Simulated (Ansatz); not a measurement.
# NMR shift of metallic W (Tungsten) from a Zeeman field

Aim: the contact shift that conduction electrons give to the nuclei of W (Tungsten), and how far it is converged.

Main program and level: Ansatz 0.2.0; DFT, PBE, plane-wave PAW, default files (PAW set soft_2), collinear spin, scalar-relativistic.

### 1. The starting structure

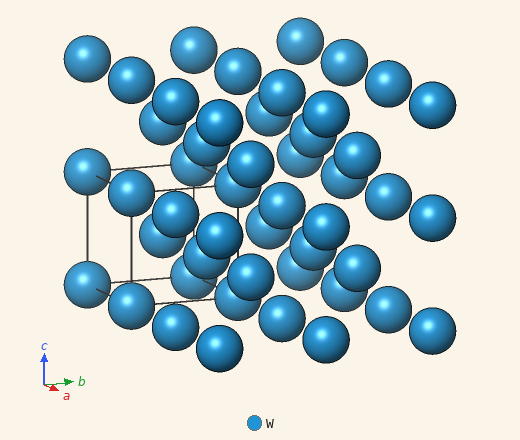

Start, viewed slightly off an axis; tungsten blue. 3×2×2 cells are drawn. This picture shows the conventional cell, with its axes. Some periodic images of atoms are drawn too.

The cell is an entry of the Crystallography Open Database; it need not be the form that is stable at ambient conditions.

### 2. Applying a field to the spins

A field acting on the spins alone polarises the electrons at the Fermi level, and through exchange the cores. The spin density that this leaves at a nucleus gives the contact field (2μ₀/3) μB ρ_s, and its ratio to B is the isotropic contact shift K; the spin-dipolar anisotropy is not included. The field, 400 T, is far above laboratory fields so that the moment stands clear of numerical noise; it splits the spins by 46 meV, against a smearing of 100 meV. The net moment comes from states near the Fermi level, so the mesh must be dense.

File input.yaml:

```yaml
crystal:
  lattice:
    - [-1.582345, 1.582345, 1.582345]
    - [1.582345, -1.582345, 1.582345]
    - [1.582345, 1.582345, -1.582345]
  atoms:
    - { symbol: W, position: [0.0, 0.0, 0.0] }
kpoints:
  mp_grid: { grid: [29, 29, 29] }
scf:
  lower_state_search: "off"
  occupations: { method: fermi_dirac, width: 0.1 }
  convergence: { dr2_threshold: 1.0e-10 }
hamiltonian:
  xc: pbe
output:
  efg: { contact_densities: true }
  forces: true
  dos: { de: 0.02 }
  write_density: true
  write_potential: true
  elf: true
  volumetric_format: npy
magnetization:
  spin_polarized: true
  magnetic_field: 400
```

On the command line:

```sh
> ansatz run input.yaml --threads 2 --pin off --max-ram 4096MiB --backend cpu --events-out ev --progress --plain --runs-dir out
```

Numbers of over 12 decimals in the logs are rounded to 6 here.

Log:

```text
[a pick of lines, long numbers rounded; other set-up, energy and force rows are left out]
Functional definition: PBE
Basis set: ecut = 420 eV, 321 PW (Γ), exchange–correlation on 40×40×40 points (8 copies of the dense FFT grid, shifted against one another)
Symmetry: 48 space group operations
k-points: 680 of 24389
SCF iter   1: F=—  HF=-10384.224499 eV  |F-HF|=—  |Δ(HF+E_count)|=         —  Δρ=4.83e-2 (↑3.47e-2 ↓4.83e-2)  dr2=3.88e-1  dr2_m=1.49e-1  M=0.880 μB ∫|m|=0.880 μB  ethr=3.10e-3  ⟨swp⟩=5.1  Hψ=85587  notcnv=0
SCF iter   2: F=—  HF=-10384.890243 eV  |F-HF|=—  |Δ(HF+E_count)|=         —  Δρ=4.83e-2 (↑4.83e-2 ↓3.34e-2)  dr2=5.02e-1  dr2_m=1.09e-1  M=0.132 μB ∫|m|=0.132 μB  β_m=0.30  ethr=2.77e-3  ⟨swp⟩=1.0  Hψ=28561  notcnv=0  defer=41
preconditioner: auto → none  [metal: Δε(μ)=0.013 eV  Ē_g=12.634 eV  σ=0.100 eV  W_gap=0.03  n_scr=0 (ndim 8)  ℏωp=22.8 eV  f_vac=0.000  D(μ)=0.42/eV (n_scr^D=0)]
SCF iter   3: F=—  HF=-10384.805404 eV  |F-HF|=—  |Δ(HF+E_count)|=   8.48e-2  Δρ=3.11e-2 (↑3.11e-2 ↓2.37e-2)  dr2=1.48e-1  dr2_m=5.82e-2  M=0.107 μB ∫|m|=0.107 μB  β_m=0.30  ethr=2.77e-3  ⟨swp⟩=2.9  Hψ=28489  notcnv=0  defer=54
SCF iter   4: F=—  HF=-10384.794329 eV  |F-HF|=—  |Δ(HF+E_count)|=   1.11e-2  Δρ=1.67e-2 (↑1.52e-2 ↓1.67e-2)  dr2=8.61e-3  dr2_m=3.09e-2  M=0.086 μB ∫|m|=0.086 μB  β_m=0.30  ethr=1.06e-3  ⟨swp⟩=2.5  Hψ=30547  notcnv=0  defer=556
SCF iter   5: F=—  HF=-10384.808586 eV  |F-HF|=—  |Δ(HF+E_count)|=   1.43e-2  Δρ=1.10e-2 (↑1.10e-2 ↓1.07e-2)  dr2=1.88e-4  dr2_m=1.70e-2  M=0.068 μB ∫|m|=0.068 μB  β_m=0.30  ethr=6.15e-5  ⟨swp⟩=1.9  Hψ=27396  notcnv=0  defer=585
SCF iter   6: F=—  HF=-10384.825526 eV  |F-HF|=—  |Δ(HF+E_count)|=         —  Δρ=5.09e-4 (↑5.09e-4 ↓4.46e-4)  dr2=9.04e-6  dr2_m=2.49e-5  M=0.011 μB ∫|m|=0.011 μB  β_m=1.00  ethr=1.34e-6  ⟨swp⟩=5.0  Hψ=79116  notcnv=0  defer=55
SCF iter   7: F=—  HF=-10384.825548 eV  |F-HF|=—  |Δ(HF+E_count)|=   2.24e-5  Δρ=1.92e-4 (↑1.92e-4 ↓1.57e-4)  dr2=4.17e-6  dr2_m=5.60e-7  M=0.013 μB ∫|m|=0.013 μB  β_m=1.00  ethr=6.46e-8  ⟨swp⟩=1.5  Hψ=32471  notcnv=0  defer=55
SCF iter   8: F=—  HF=-10384.825550 eV  |F-HF|=—  |Δ(HF+E_count)|=   2.05e-6  Δρ=2.53e-5 (↑2.53e-5 ↓2.14e-5)  dr2=9.77e-8  dr2_m=2.28e-8  M=0.013 μB ∫|m|=0.013 μB  β_m=0.30  ethr=2.98e-8  ⟨swp⟩=2.5  Hψ=27185  notcnv=0  defer=55
SCF iter   9: F=—  HF=-10384.825550 eV  |F-HF|=—  |Δ(HF+E_count)|=   4.64e-8  Δρ=1.78e-5 (↑1.78e-5 ↓1.51e-5)  dr2=3.43e-8  dr2_m=1.55e-8  M=0.013 μB ∫|m|=0.013 μB  β_m=0.65  ethr=6.98e-10  ⟨swp⟩=1.5  Hψ=18199  notcnv=0  defer=55
SCF iter  10: F=—  HF=-10384.825551 eV  |F-HF|=—  |Δ(HF+E_count)|=   4.50e-7  Δρ=3.55e-6 (↑3.55e-6 ↓2.25e-6)  dr2=7.71e-10  dr2_m=1.09e-9  M=0.013 μB ∫|m|=0.013 μB  β_m=0.63  ethr=2.45e-10  ⟨swp⟩=2.0  Hψ=26201  notcnv=0  defer=55
SCF iter  11: F=—  HF=-10384.825551 eV  |F-HF|=—  |Δ(HF+E_count)|=  7.60e-10  Δρ=1.38e-6 (↑1.38e-6 ↓1.33e-6)  dr2=2.74e-12  dr2_m=2.65e-10  M=0.013 μB ∫|m|=0.013 μB  β_m=0.82  ethr=1.00e-12  ⟨swp⟩=8.3  Hψ=79756  notcnv=0
SCF iter  12: F=-10384.825551 eV  HF=-10384.825551 eV  |F-HF|=3.64e-12  |Δ(HF+E_count)|=  3.17e-10  Δρ=1.33e-7 (↑1.33e-7 ↓1.23e-7)  dr2=7.27e-13  dr2_m=2.17e-12  M=0.013 μB ∫|m|=0.013 μB  β_m=0.91  ethr=1.00e-12  ⟨swp⟩=5.9  Hψ=58745  notcnv=0
SCF iter  13: F=-10384.825551 eV  HF=-10384.825551 eV  |F-HF|=3.64e-12  |Δ(HF+E_count)|=  9.09e-12  Δρ=1.63e-8 (↑1.63e-8 ↓1.63e-8)  dr2=1.66e-15  dr2_m=3.73e-14  M=0.013 μB ∫|m|=0.013 μB  ethr=1.00e-12  ⟨swp⟩=3.9  Hψ=60010  notcnv=0
SCF converged after 13 iterations
Magnetization: 0.0133 μB (7.0067 up, 6.9933 down)
Absolute magnetization: 0.0133 μB (∫|ρ↑−ρ↓|, with the PAW one-centre terms)
Per-site moments (μB) at R_I (Å): [(0.00937597, 1.130540)]
Free energy (F): -10384.825551 eV
Fermi energy:    22.634419 eV
--- Forces (eV/Å), atoms counted from 1 ---
--- PAW observables at the nuclei: V_zz in 10²¹ V/m², potentials from the cell's mean, atoms counted from 1 ---
  atom   1  W  V_zz =    -0.000000   η = 0.0000   by run symmetry: forbidden
            electrostatic potential = -14821.577728 V   contact ρ = 8822103.954032 e/Å³   contact ρ_s (e/Å³): all electrons +0.049137, valence +0.044519
--- Band table (eV; the first three rows and the last of 1360) ---
  k-point 0 ↑: bands = ["-51.5015", "-15.1015", "-15.1015", "-15.1015", "12.9705", "21.3620", "21.3620", "21.3620", "24.8548", "24.8548", "37.1139", "37.1139", "37.1139"]
  k-point 1 ↑: bands = ["-51.4999", "-15.1179", "-15.1066", "-15.1015", "13.0287", "21.3264", "21.3551", "21.4180", "24.7949", "24.8551", "37.1644", "37.2115", "37.2595"]
  k-point 2 ↑: bands = ["-51.4953", "-15.1661", "-15.1216", "-15.1018", "13.2007", "21.2229", "21.3297", "21.5853", "24.6364", "24.8573", "37.3071", "37.5003", "37.6711"]
  k-point 679 ↓: bands = ["-51.2156", "-15.9545", "-15.9517", "-15.9517", "16.8299", "16.8385", "27.6615", "27.6615", "27.7887", "30.8001", "31.0928", "31.0928", "38.9029"]
```

Elapsed: 25 s, on 2 threads of Arm Neoverse N1, shared host; peak memory 0.54 GiB; 46 s of CPU time.

The moment is 0.0133 μB a cell, a spin susceptibility of 18.6 × 10⁻⁶ emu per mole of atoms. With 7.769 T for 1 e/Å³:

```csv
site,nucleus,contact shift (ppm),from valence states,rest (mostly cores)
W,183W,954,865,90
```

The split depends on the files: semicore shells that they treat as valence count in the first part.

### 3. Is the response linear?

The shift is a ratio that holds only while the moment grows in step with the field, so the field is doubled.

input.yaml, as its differences from that of step 2:

```diff
@@ -18,9 +18,4 @@
   forces: true
-  dos: { de: 0.02 }
-  write_density: true
-  write_potential: true
-  elf: true
-  volumetric_format: npy
 magnetization:
   spin_polarized: true
-  magnetic_field: 400
+  magnetic_field: 800
```

Log:

```text
[a pick of lines, long numbers rounded; other set-up, energy and force rows are left out]
[...]
Basis set: ecut = 420 eV, 321 PW (Γ), exchange–correlation on 40×40×40 points (8 copies of the dense FFT grid, shifted against one another)
Symmetry: 48 space group operations
k-points: 680 of 24389
[...]
SCF converged after 14 iterations
Magnetization: 0.0266 μB (7.0133 up, 6.9867 down)
Absolute magnetization: 0.0266 μB (∫|ρ↑−ρ↓|, with the PAW one-centre terms)
Per-site moments (μB) at R_I (Å): [(0.018730, 1.130540)]
Free energy (F): -10384.826014 eV
Fermi energy:    22.633822 eV
--- Forces (eV/Å), atoms counted from 1 ---
[...]
atom   1  W  V_zz =    -0.000000   η = 0.0000   by run symmetry: forbidden
[...]
```

It took 21 s on 2 threads; peak memory 0.53 GiB; 39 s of CPU time.

The moment goes from 0.0133 to 0.0266 μB, a factor of 2.00, and the shift of W from 954 to 953 ppm. The response is linear on all sites, to 3 % of the larger of shift and valence part or 3 ppm; the largest move is -1 ppm, on W.

### 4. How settled the numbers are

Each row names what differs in the settings from the first run, the PAW files staying the same unless named (PBE, default files (PAW set soft_2), mesh 29×29×29, fermi dirac smearing of 0.1 eV, cutoff 420 eV, 400 T). Shifts in ppm; times on 2 threads of Arm Neoverse N1, shared host.

| run | time | χ_s (10⁻⁶ emu/mol) | W |
| --- | --- | --- | --- |
| first run | 25 s | 18.6 | 954 |
| PBEsol | 19 s | 18.7 | 1050 |
| fermi dirac 0.05 eV | 20 s | 19.1 | 934 |
| fermi dirac 0.2 eV | 20 s | 18.3 | 950 |
| fermi dirac 0.15 eV | 22 s | 18.3 | 943 |
| cold 0.1 eV | 23 s | 20.3 | 915 |

### 5. What came out

| Quantity | Value |
| --- | --- |
| 183W contact shift | 954 ppm |
| spin susceptibility | 18.6 × 10⁻⁶ emu per mole of atoms |

What this shows: The spin part of the Knight shift is 954 ppm on W in the first run. Another form of smearing at the same width (cold) changes the shift of W by -4 %; it is narrower in effect than Fermi-Dirac smearing, so mesh noise enters. Widening the smearing to 0.2 eV changes the shift of W by -0.4 %. No row of the table has a finer mesh on this cell, so the value may still hold a sampling error. Narrowing the smearing to 0.05 eV on the same mesh changes the shift of W by -2 %. Another functional changes the shift of W by +10 % (PBEsol). Over the rows of this table on the first cell the shift spans 915 to 1050 ppm on W. 1 further run of this session (failed, refused or on trial settings) is not shown. The orbital shift is left out; on d- and f-block metals such as W it can be large. Spin-orbit coupling is missing.

[Logs are printed without paths, hosts, clocks, repeated set-up lines and the standing remarks that a program may print on its own settings, such as how far it seeks lower states.]

[Hosts, paths, dates, database ids (printed as entryN), source tags and the programs' standing remarks are cut or masked in the printed files.]
